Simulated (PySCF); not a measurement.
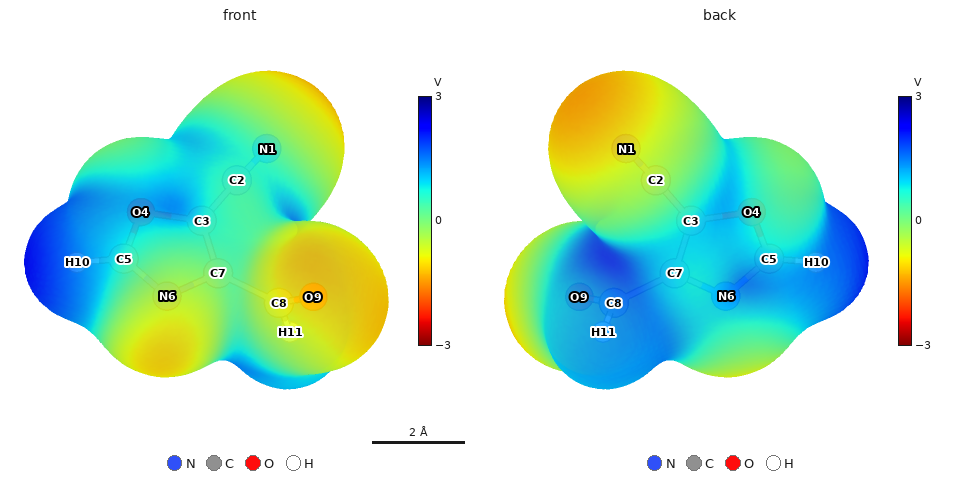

*C5H2N2O2 (SMILES N#Cc1ocnc1C=O). The electrostatic potential painted on the density surface at 0.002 e/bohr³, seen from the front and from behind; the colour scale runs from red (negative) to blue (positive).*

Geometry: GFN2-xTB.

All numbers below come from PBE0/pcSseg-1, SCF density, gas phase, non-relativistic in PySCF 2.14.0.

Input

```
{"job": {"kind": "nmr", "xc": "PBE0", "basis": "pcSseg-1", "pop": false}, "charge": 0, "multiplicity": 1}
N      0.478425     2.862830    -1.276558
C      0.067260     1.888810    -0.835631
C     -0.397912     0.678494    -0.300817
O     -1.721273     0.399162    -0.196304
C     -1.772980    -0.813547     0.340801
N     -0.616581    -1.338592     0.592299
C      0.295674    -0.409626     0.195162
C      1.763883    -0.612112     0.304458
O      2.405931    -0.424812     1.292053
H     -2.725084    -1.268836     0.527096
H      2.222657    -0.961771    -0.642561
```

Run with:

```sh
OMP_NUM_THREADS=1 python ens_run.py task.json out
```

### Which sites attract a positive test charge, and which a negative one?

A positive charge is drawn to the negative regions and a negative charge to the positive ones. The most negative region (about −1.4 V, or −32 kcal/mol for a unit charge) lies over N1, the most positive (about +2.1 V, or +48 kcal/mol for a unit charge) over H10. N1 is the likeliest acceptor of a hydrogen bond.
